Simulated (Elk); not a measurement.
Band structure of Ni3Si (Pm-3m, 4 atoms in the cell).

```yaml
crystal:
  lattice:
    - [3.51807, 0.00000, 0.00000]
    - [0.00000, 3.51807, 0.00000]
    - [0.00000, 0.00000, 3.51807]
  atoms:
    - { symbol: Si, position: [0.00000, 0.00000, 0.00000] }
    - { symbol: Ni, position: [0.00000, 0.50000, 0.50000] }
    - { symbol: Ni, position: [0.50000, 0.00000, 0.50000] }
    - { symbol: Ni, position: [0.50000, 0.50000, 0.00000] }
```

Method: PBE, all-electron FP-LAPW, Elk's shipped species files, APW+lo basis with extra local orbitals (Elk).

Settings: xctype = 20; rgkmax = 8; stype = 3; swidth = 0.00183747 Ha; ngridk = 9 9 9; gmaxvr = 18 1/bohr; lmaxapw = 10; lmaxo = 8; nxlo = 2; lorbcnd = true; lradstp = 2; nrmtscf = 2; lmaxi = 4.

The starting cell has typed, rounded lattice constants, without a prior relaxation at this level. Its lattice was rescaled by a random factor within 2.5 % of one. Spin polarisation is off. Values depend on the basis (sphere radii, cutoffs, local orbitals), which need not be converged.

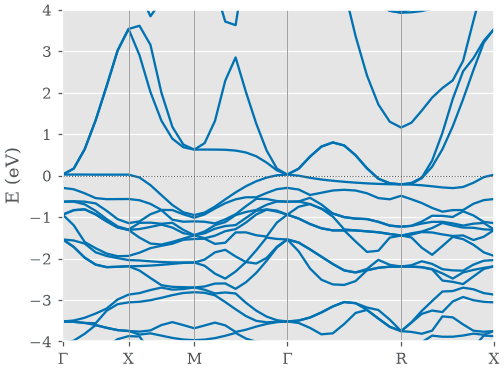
Fig. 1. Bands along the path, energies from the Fermi level.

Levels in eV from the Fermi level, bands 23 to 30:
```json
[
 {"point": "Γ", "23": "-0.63", "24": "-0.63", "25": "-0.30", "26": "0.03", "27": "0.03", "28": "0.03", "29": "4.69", "30": "6.23"},
 {"point": "X", "23": "-1.30", "24": "-1.15", "25": "-0.56", "26": "0.02", "27": "3.54", "28": "3.54", "29": "5.05", "30": "5.17"},
 {"point": "M", "23": "-1.44", "24": "-1.10", "25": "-1.01", "26": "-0.95", "27": "0.63", "28": "0.63", "29": "5.51", "30": "6.22"},
 {"point": "R", "23": "-1.23", "24": "-1.23", "25": "-0.49", "26": "-0.21", "27": "-0.21", "28": "-0.21", "29": "1.16", "30": "3.93"}
]
```

Bands cross the Fermi level along this path, so the cell is metallic at this level.
